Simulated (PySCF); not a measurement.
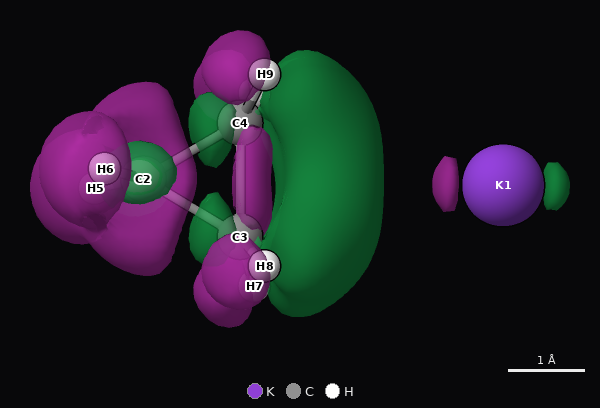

Figure. C₃H₆K, charge +1, SMILES `[K+].C1CC1`. Density of the complex less the densities of the two fragments at the same geometry, ±0.005 e/Å³ (green: gain, purple: loss). Fragment A: K(+1) (atom 1); fragment B: H6C3.

PySCF calculation, TPSS/def2-SVPD, gas phase; geometry: GFN2-xTB. GFN2-xTB bond lengths at metals and heavier atoms can be off by up to 0.1 Å and shapes distorted, which carries into these values.

Input script:

```python
import numpy as np
from pyscf import gto, scf, dft
from pyscf.scf import atom_ks, atom_hf
from scipy.linalg import block_diag
from pyscf.dispersion import dftd3

def solve(mol, dm0=None, hcore=None):
    mf = (dft.UKS if mol.spin else dft.RKS)(mol, xc='tpss')
    mf.grids.level = 3
    mf = mf.density_fit(auxbasis='def2-universal-jkfit')
    mf.conv_tol, mf.max_cycle = 1e-8, 80
    if hcore is not None:
        mf.get_hcore = lambda *args: hcore
    mf.kernel(dm0)
    if not mf.converged:
        mf = mf.newton().run(mf.mo_coeff, mf.mo_occ, max_cycle=30)
    assert mf.converged, 'SCF not converged'
    return mf

mol = gto.M(atom='''
K     -2.20826    -0.00008     0.00669
C      2.59710    -0.00023     0.04972
C      1.31513    -0.76160    -0.03312
C      1.31466     0.76198    -0.03304
H      3.12263    -0.00005     0.99211
H      3.23557     0.00033    -0.82049
H      1.00399    -1.28930     0.86025
H      1.11552    -1.28177    -0.96049
H      1.11472     1.28213    -0.96035
H      1.00318     1.28939     0.86039
''', basis='def2-svpd', charge=1, spin=0, verbose=4)
mol_a = gto.M(atom='''
K     -2.20826    -0.00008     0.00669
ghost-C      2.59710    -0.00023     0.04972
ghost-C      1.31513    -0.76160    -0.03312
ghost-C      1.31466     0.76198    -0.03304
ghost-H      3.12263    -0.00005     0.99211
ghost-H      3.23557     0.00033    -0.82049
ghost-H      1.00399    -1.28930     0.86025
ghost-H      1.11552    -1.28177    -0.96049
ghost-H      1.11472     1.28213    -0.96035
ghost-H      1.00318     1.28939     0.86039
''', basis='def2-svpd', charge=1, spin=0, verbose=4)
mol_b = gto.M(atom='''
ghost-K     -2.20826    -0.00008     0.00669
C      2.59710    -0.00023     0.04972
C      1.31513    -0.76160    -0.03312
C      1.31466     0.76198    -0.03304
H      3.12263    -0.00005     0.99211
H      3.23557     0.00033    -0.82049
H      1.00399    -1.28930     0.86025
H      1.11552    -1.28177    -0.96049
H      1.11472     1.28213    -0.96035
H      1.00318     1.28939     0.86039
''', basis='def2-svpd', charge=0, spin=0, verbose=4)
ab, a, b = solve(mol), solve(mol_a), solve(mol_b)
e_int = ab.e_tot - a.e_tot - b.e_tot
print('counterpoise-corrected interaction energy / kcal/mol', e_int * 627.5095)
def disp(atoms, charge):
    m = gto.M(atom=atoms, charge=charge, basis='sto-3g', spin=None, unit='Bohr', verbose=0)
    return dftd3.DFTD3Dispersion(m, xc='tpss', version='d3bj').get_dispersion()['energy']
e_disp = disp(mol._atom, mol.charge) - disp(mol._atom[:1], mol_a.charge) - disp(mol._atom[1:], mol_b.charge)
print('D3(BJ) part / kcal/mol', e_disp * 627.5095)
# spherically averaged free atoms, for the promolecule
atm = atom_ks.get_atm_nrks(mol, xc='tpss')
pro = block_diag(*[(atm[a[0]][2] * atm[a[0]][3]) @ atm[a[0]][2].T for a in mol._atom])
np.savez('result.npz', e_int=e_int, e_disp=e_disp, dm_a=a.make_rdm1(), dm_b=b.make_rdm1(), c=ab.mo_coeff, occ=ab.mo_occ, eps=ab.mo_energy, pro=pro, d=[f.dip_moment(verbose=0) for f in (ab, a, b)])
```

Command:

```sh
OMP_NUM_THREADS=1 python input.py
```

The run took 120 s on 1 thread of Intel(R) Xeon(R) Processor @ 2.50GHz (Skylake/Cascade Lake) (shared host), peak memory 0.57 GiB.

Partitions, critical points and surface values were worked out afterwards from this run's density.

**Which way does charge flow?**

Hirshfeld charges show 0.022 e passing from B to A. By Hirshfeld charges, electrons gather most on K1 (−0.022 e) and leave C2 most (+0.029 e); 0.16 e is displaced in all.

**What is the interaction energy, and which contacts carry it?**

The counterpoise-corrected interaction energy of the frozen fragments is −7.1 kcal/mol without dispersion correction and −9.3 kcal/mol with D3(BJ). D3 uses neutral-atom coefficients and tends to overbind metal cations. The pair geometry is semi-empirical, not a minimum at this level. Contacts: K1···C4, 3.60 Å, ρ = 0.004 a.u. The pose is a local one from a semi-empirical search, not shown to be the most stable.
